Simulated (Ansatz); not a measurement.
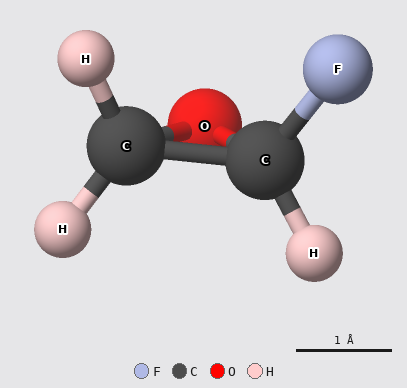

Starting structure of C₂H₃FO. Style: ball-and-stick. Shown at a tilt.

The start comes from PBE-D4/def2-SVP.

These are results of RKS PBE0-D4/def2-TZVP in Ansatz 0.2.0, not measurements.

Input file:
```yaml
crystal:
  periodic: [false, false, false]
  atoms:
    - {symbol: F, position_ang: [-1.246124, -1.283052, -0.057875]}
    - {symbol: C, position_ang: [-0.634413, -0.084145, -0.269099]}
    - {symbol: C, position_ang: [0.679450, 0.165305, 0.332789]}
    - {symbol: O, position_ang: [0.489536, -0.108678, -1.080250]}
    - {symbol: H, position_ang: [-1.387140, 0.706201, -0.461616]}
    - {symbol: H, position_ang: [1.011155, 1.190738, 0.582493]}
    - {symbol: H, position_ang: [1.148736, -0.654368, 0.907757]}
basis:
  gaussian: {orbitals: def2-TZVP}
hamiltonian: {xc: pbe0, dispersion: d4}
relax: {f_tol: 0.005, max_steps: 150}
```

Command:
```bash
ansatz run in.yaml --threads 2 --pin off --events-out ev --progress --plain --max-ram 32768MiB --backend cpu
```

Predict the outcome.

The atom that moves furthest after the best rigid fit is H6 (0.026 Å). By element the largest moves are H 0.026 Å, F 0.021 Å, O 0.013 Å, C 0.012 Å. Near-neighbour distances that change, for instance: C2–H5 1.108 → 1.087 Å, C2–C3 1.467 → 1.449 Å, C3–O4 1.452 → 1.439 Å, C2–O4 1.386 → 1.374 Å. After 4 geometry steps the energy has fallen by 0.037 eV. Largest force component: 0.61 eV/Å at the start, 0.002 eV/Å at the end. The run took about 21 core-seconds on a shared host.

Final geometry:

```xyz
7

F    -1.2301   -1.2697   -0.0571
C    -0.6278   -0.0775   -0.2620
C     0.6714    0.1636    0.3334
O     0.4849   -0.1079   -1.0677
H    -1.3660    0.6960   -0.4570
H     0.9957    1.1722    0.5725
H     1.1331   -0.6447    0.8922
```
